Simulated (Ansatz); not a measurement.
# Amorphous Si$_{32}$O$_{32}$

The cell was made by melting and quenching with the CHGNet potential and then relaxed with DFT. O atoms were pushed apart under 1.9 Å during the dynamics, to hinder bonds among them. The hot cell started wider than the set density and was brought back towards it in steps. It is the lowest in DFT energy of 8 quenches. It is a model cell: composition and starting density were chosen by hand, and all elements were melted together. No dispersion term was used.

Methods: PBE, scalar-relativistic without spin-orbit coupling (Ansatz, a quantum-chemistry and plane-wave program); r2SCAN, scalar-relativistic without spin-orbit coupling (Ansatz); HSE06, scalar-relativistic without spin-orbit coupling (Ansatz). Geometry, pressure, stress and energy are those of the PBE run. Its sampling: a 2×2×2 Γ-centred mesh; Fermi-Dirac width 0.02 eV; no spin polarisation. Other functionals are single points at the zone centre (r2SCAN at 500 eV; exact exchange cut at the cell's faces), free to take moments where seeds were set. The usual formal charges leave 64 electrons over, so the level spacing at the Fermi energy parts defect or band states and needn't be the band gap.

| Property | Value |
|---|---|
| Number of atoms in the cell | 64 |
| Density (volume relaxed, without dispersion) | 2.24 g/cm³ |
| Volume per atom | 16.35 Å³ |
| Pressure on a 2×2×2 Γ-centred mesh | 0.02 GPa |
| Largest force and stress component on that mesh (the relaxation ran on the zone centre alone) | 0.17 eV/Å and 0.1 GPa |
| Energy relative to alpha cristobalite + silicon (lowest mix at this level among the phases computed, not always the ambient ones) | 0.362 eV/atom |
| Level spacing at the Fermi energy on a 2×2×2 Γ-centred mesh (PBE) | 0.51 eV |
| Level spacing at the Fermi energy at the zone centre (PBE) | 0.82 eV |
| Level spacing at the Fermi energy at the zone centre (r2SCAN) | 0.78 eV |
| Level spacing at the Fermi energy at the zone centre (HSE06) | 1.14 eV |

Neighbours within Si-Si 2.60 Å, Si-O 1.90 Å, O-O 1.58 Å count as bonded. Two cations that share two anions don't count as bonded, nor two that share one unless they lie closer than Si-Si 2.38 Å.

```json
{
  "Mean coordination of Si by anions": "2.00 (5 with 0, 6 with 1, 10 with 2, 6 with 3, 5 with 4); 58 close contacts or bonds to cations besides",
  "Mean coordination of O": "2.00 (32 with 2)",
  "Mean Si-O bond": "1.652 Å (spread 0.020 Å, 64 counted)",
  "Mean Si-Si bond": "2.393 Å (spread 0.060 Å, 29 counted)"
}
```

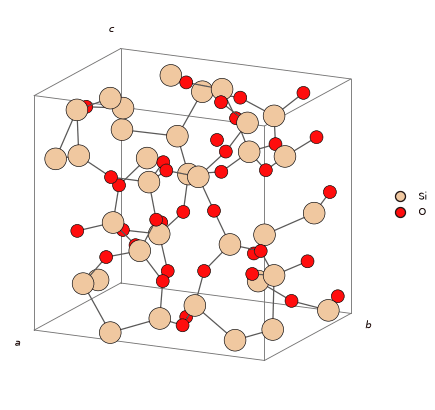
*The relaxed cell*

Its density started from a set value of 2.23 g/cm³. The simulated quench (nominally 150 K/ps over its main leg) is rapid and tends to freeze in more defects than a deposited or slowly cooled glass has. A cell of this size samples the disorder only roughly. Volume and shape were free in the relaxation. On a 2×2×2 Γ-centred mesh force components of up to 0.17 eV/Å stay, since the relaxation ran on the zone centre alone.
